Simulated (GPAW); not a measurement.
# A GW chain in GPAW: SnO2 (Cassiterite), part 2 of 2

Wanted: ground state, empty states, screening and self-energy for SnO2 (Cassiterite).

GPAW 26.7.0; PBE and many-body steps on it, plane waves. Known limits of the many-body steps: not at the basis limit; no spin-orbit coupling.

So far. Step 3 (Bands along the symmetry lines): The gap is 1.311 eV, as in the run before at this level. Step 4 (Empty states on the mesh, 4×4×6 mesh, 172 bands): On this mesh the gap is 1.311 eV.

### 5. Screening and self-energy, 4×4×6 mesh, 162 bands, screening to 100 eV

Now the one-shot GW correction: screening in the RPA, then the self-energy of the levels asked for.

This step: G0W0 on PBE, plane waves, PAW.

Contents of run.py:

```python
import json
import numpy as np
from gpaw.mpi import world
from gpaw.response.g0w0 import G0W0

gw = G0W0('full.gpw',
    filename='gw',
    kpts=[0],
    bands=(24, 28),
    ecut=100,
    nbands=162,
    integrate_gamma='WS',
    ppa=True)
gw.calculate()
res = {mode: {k: v for k, v in r.items() if k != 'sigma_eskwn'}
       for mode, r in gw.all_results.items()}

if world.rank == 0:
    with open('result.json', 'w') as f:
        json.dump(res, f, default=lambda x: x.tolist())
```

Run with:

```console
$ mpirun -n 4 gpaw python run.py
```

Numbers of over 12 decimals in the logs are rounded to 6 here.

The log of the run:

```text
Using integrator: PointIntegrator
FrequencyGridDescriptor(from 0.000+0.000j to 0.000+27.211j eV, 2 points)
Nonperiodic BCs:  [False False False]
Using integrator: PointIntegrator
FrequencyGridDescriptor(from 0.000+0.000j to 0.000+27.211j eV, 2 points)
Nonperiodic BCs:  [False False False]
  ___  _ _ _
 |   || | | |
 | | || | | |
 |__ ||_____|
 |___|

BZ k-points: Symmetries present (total): 8

  [... matrices ...]
96 k-points: 4 x 4 x 6 Monkhorst-Pack grid + [1/8,1/8,1/12]
28 k-points in the irreducible part of the Brillouin zone
       k-points in crystal coordinates                weights
   0:     0.00000000    0.00000000    0.00000000          1/96
   1:     0.00000000    0.00000000    0.16666667          2/96
   2:     0.00000000    0.00000000    0.33333333          2/96
   3:     0.00000000    0.00000000    0.50000000          1/96
   4:     0.25000000   -0.25000000    0.00000000          2/96
   5:     0.25000000   -0.25000000    0.16666667          4/96
   6:     0.25000000   -0.25000000    0.33333333          4/96
   7:     0.25000000   -0.25000000    0.50000000          2/96
   8:     0.25000000    0.00000000    0.00000000          4/96
   9:     0.25000000    0.00000000    0.16666667          8/96
          ...
  27:     0.50000000    0.50000000    0.50000000          1/96

Distributing spins, k-points and bands (1 x 1 x 4) over 4 processes
Number of blocks: 1

Quasi particle states:
k-points (IBZ indices): [0]
Band range: (24, 28)
  [... matrices ...]
Computational parameters:
Plane wave cut-off: 100 eV
Number of bands: 162
Coulomb cutoff: None
Broadening: 0.1 eV

fxc modes: GW
Kernel: RPA
Using Godby-Needs plasmon-pole approximation:
  Fitting energy: i*E0, E0 = 1.000 Hartree
Summing all q:

Calculating screened Coulomb potential
No Coulomb truncation
FrequencyGridDescriptor(from 0.000+0.000j to 0.000+27.211j eV, 2 points)
Removing empty qpoint cache files...

Calculating chi0 body with:
    Ground state adapter containing:
    Number of spins: 1
    Number of kpoints: 96
    Number of irreducible kpoints: 28
    Number of completely occupied states: 26
    Number of partially occupied states: 26
    Occupied states memory: 5.784302 M / cpu

    Linear response parametrization:
    q_c: [0.0, 0.0, 1.3877787807814457e-17]
    Number of frequency points: 2
    Planewave cutoff: 100.0
    Number of bands: 162
    Number of planewaves: 161
    Broadening (eta): 1e-06
    comm.size: 4
    kncomm.size: 4
    blockcomm.size: 1

    Memory estimate of potentially large arrays:
        chi0_wGG: 0.791046 M / cpu
Integrating chi0 body.

Symmetries of q_c:
    Direct symmetries (Uq -> q): 8
    Indirect symmetries (TUq -> q): 0
In total 8 allowed symmetries.

  [... matrices ...]
28 groups of equivalent kpoints. 70.833333% reduction.

Integral kind: response function
Integrating chi0 head and wings.

Symmetries of q_c:
    Direct symmetries (Uq -> q): 8
    Indirect symmetries (TUq -> q): 0
In total 8 allowed symmetries.

  [... matrices ...]
28 groups of equivalent kpoints. 70.833333% reduction.

Integral kind: response function wings

Calculating chi0 body with:
    Ground state adapter containing:
    Number of spins: 1
    Number of kpoints: 96
    Number of irreducible kpoints: 28
    Number of completely occupied states: 26
    Number of partially occupied states: 26
[... the further q-points ...]

Results:
f:      Occupation numbers
eps:     KS-eigenvalues [eV]
vxc:     KS vxc [eV]
exx:     Exact exchange [eV]
sigma:   Self-energies [eV]
dsigma:  Self-energy derivatives
Z:       Renormalization factors
qp:      QP-energies [eV]

k-point 0 (0): (0.000, 0.000, 0.000)                GW
band       f     eps     vxc     exx   sigma  dsigma       Z      qp
                                                                   GW
  24   1.000   5.303 -20.766 -26.379   4.838  -0.282   0.780   4.698
  25   1.000   6.074 -21.162 -27.153   5.162  -0.282   0.780   5.428
  26   0.000   7.386 -18.524 -14.483  -2.752  -0.189   0.841   8.469
  27   0.000  12.259 -17.797 -12.104  -3.869  -0.202   0.832  13.776
```

The job ended after 4.4 min (4 MPI ranks of AMD EPYC 9R14 (Zen 4), shared host; peak memory 2 GiB).

Numbers from this step:

* G0W0 gap on the points computed: 3.042 eV
* least direct G0W0 gap on the computed points: 3.042 eV
* Z at the valence top: 0.7800
* Z at the conduction bottom: 0.8409
* starting gap on the mesh: 1.311 eV
* k of the valence top: 0, 0, 0
* k of the conduction bottom: 0, 0, 0

The gap on the mesh goes from 1.31 eV to 3.04 eV, a correction of +1.73 eV.

Limits: finite bands, cutoff and mesh; no spin-orbit coupling. v1 is the top filled band, c1 the lowest empty one. The levels before and after the correction (eV, zero at the valence-band top of each column):

```csv
,conduction bottom,valence top
Kohn-Sham,1.31,0.00
G0W0,3.04,0.00
```

|  | level | energy (eV) |
| --- | --- | --- |
| Kohn-Sham | Γ v2 | -0.772 |
| Kohn-Sham | Γ v1 | 0.000 |
| Kohn-Sham | Γ c1 | 1.311 |
| Kohn-Sham | Γ c2 | 6.184 |
| G0W0 | Γ v2 | -0.729 |
| G0W0 | Γ v1 | 0.000 |
| G0W0 | Γ c1 | 3.042 |
| G0W0 | Γ c2 | 8.348 |

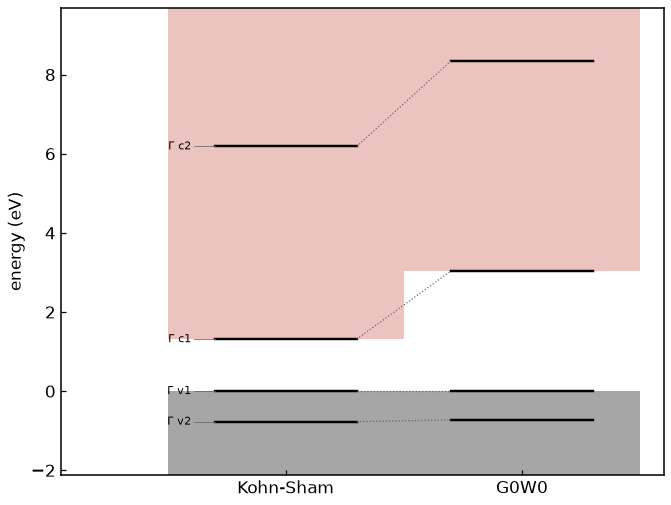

Levels before and after the correction. Shaded: valence and conduction bands.

### 6. Where the time went

Times are wall times on 4 MPI ranks of AMD EPYC 9R14 (Zen 4), shared host. The host was busy with other work, so they are no guide to cost.

| step | time | share | memory (GiB) |
| --- | --- | --- | --- |
| ground state | 32 s | 8 % | 0.84 |
| bands along the symmetry lines | 26 s | 7 % | 0.94 |
| empty states on the mesh | 57 s | 15 % | 2.7 |
| screening and self-energy | 4.4 min | 70 % | 2.0 |

### 7. What came out

```json
{
 "PBE gap": "1.31 eV, direct",
 "G0W0 gap on the mesh": "3.04 eV",
 "GW settings": "4×4×6 mesh, 162 bands, screening to 100 eV, Godby-Needs plasmon pole",
 "known limits": "not at the basis limit; no spin-orbit coupling"
}
```

**Reading.** G0W0 moves the gap on the mesh from 1.31 eV to 3.04 eV (+1.73 eV), with Z of 0.78 and 0.84 at the edges. Only 1 of the mesh's irreducible points was corrected, so a valley elsewhere could overtake. The dearest step here is «screening and self-energy». Against experiment, by G0W0@PBE: the gap of 3.04 eV lies −0.56 eV from the measured 3.6 eV (kind not stated, quoted 2022). The calculation has static nuclei and no excitons; a measured gap holds zero-point and thermal motion, which mostly lowers it. Against the values above the computed gap that would widen the miss. An edge that is forbidden or weak in absorption could explain it, and so could too strong a screening: the start's gap is only 1.31 eV, and one shot does not repair that. Bands and cutoff are finite, so the gap is not at the basis limit. The miss can reach some tenths of an eV and take either sign; the mesh is an error of its own. These stock PAW sets were not made for GW. In the G0W0 run levels were corrected at 1 k point alone, so a gap called «on the mesh» is the least over those, and an edge elsewhere would be missed. The many-body steps are scalar-relativistic: spin-orbit coupling is not in them.

[Paths, hosts, dates, memory and timing lines, banners, echoed tables and standing remarks are left out of the program output.]

[Logs are printed without paths, hosts, clocks, repeated set-up lines and the standing remarks that a program may print on its own settings, such as how far it seeks lower states.]

[Runs of the session that timed out or met a known fault of the program may be left out.]

[Hosts, paths, dates, database ids (printed as entryN), source tags and the programs' standing remarks are cut or masked in the printed files.]
